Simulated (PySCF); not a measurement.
BH₆O₃P, SMILES `OB(O)O.P`.

Computed with PySCF, CAM-B3LYP/def2-SVPD, geometry: GFN2-xTB. The pair's geometry is semi-empirical, so its contact may be too short or too long. GFN2-xTB bond lengths at metals and heavier atoms can be off by up to 0.1 Å and shapes distorted, which carries into these values.

The calculation's input:

```python
import numpy as np
from pyscf import gto, scf, dft
from pyscf.scf import atom_ks, atom_hf
from scipy.linalg import block_diag

def solve(mol, dm0=None, hcore=None):
    mf = (dft.UKS if mol.spin else dft.RKS)(mol, xc='camb3lyp')
    mf.grids.level = 3
    mf = mf.density_fit(auxbasis='def2-universal-jkfit')
    mf.conv_tol, mf.max_cycle = 1e-8, 80
    if hcore is not None:
        mf.get_hcore = lambda *args: hcore
    mf.kernel(dm0)
    if not mf.converged:
        mf = mf.newton().run(mf.mo_coeff, mf.mo_occ, max_cycle=30)
    assert mf.converged, 'SCF not converged'
    return mf

mol = gto.M(atom='''
O     -1.12023     1.34394     0.07992
B     -1.27020    -0.00272     0.03636
O     -0.15304    -0.75125     0.18740
O     -2.45870    -0.65225    -0.14196
H     -1.90765     1.87615    -0.02209
H     -0.29692    -1.69581     0.12922
H     -3.24666    -0.12255    -0.24909
P      2.29391    -0.08662    -0.11998
H      2.12381     0.06830     1.24398
H      1.60765     1.07867    -0.40363
H      3.51798     0.58455    -0.08331
''', basis='def2-svpd', charge=0, spin=0, verbose=4)
mf = solve(mol)
mf.analyze()
# spherically averaged free atoms, for the promolecule
atm = atom_ks.get_atm_nrks(mol, xc='camb3lyp')
pro = block_diag(*[(atm[a[0]][2] * atm[a[0]][3]) @ atm[a[0]][2].T for a in mol._atom])
np.savez('result.npz', e=mf.e_tot, c=mf.mo_coeff, occ=mf.mo_occ, eps=mf.mo_energy, pro=pro, dip=mf.dip_moment(verbose=0), s2=mf.spin_square()[0])
```

Launched as:

```sh
OMP_NUM_THREADS=1 python input.py
```

The run took 30 s on 1 thread of Intel(R) Xeon(R) Platinum 8175M CPU @ 2.50GHz (Skylake/Cascade Lake) (shared host), peak memory 0.65 GiB.

Partitions, critical points and surface values were worked out afterwards from this run's density.

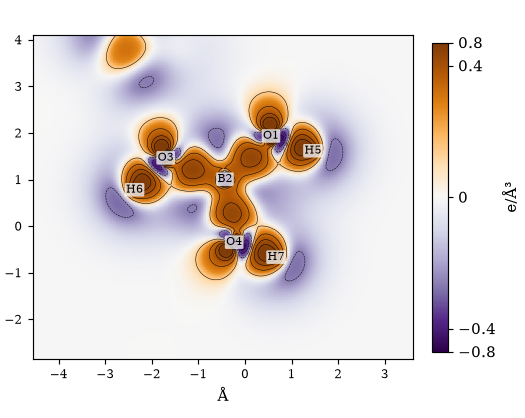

Deformation density (molecule less spherical, spin-averaged free atoms) in the plane of O1, B2, O3, O4, H5, H6 and H7; colour scale in e/Å³, logarithmic beyond ±0.1; orange: gain, purple: loss.

### Describe the bonding that the map shows.

O1–H5: +0.85 e/Å³ at the bond critical point (bond length 0.96 Å). O4–H7: +0.85 e/Å³ at the bond critical point (bond length 0.95 Å). O3–H6: +0.84 e/Å³ at the bond critical point (bond length 0.96 Å). B2–O3: +0.38 e/Å³ at the bond critical point (bond length 1.35 Å). O1–B2: +0.37 e/Å³ at the bond critical point (bond length 1.36 Å). B2–O4: +0.35 e/Å³ at the bond critical point (bond length 1.37 Å). In all, 2.5 electrons gather in the regions of gain relative to the promolecule.
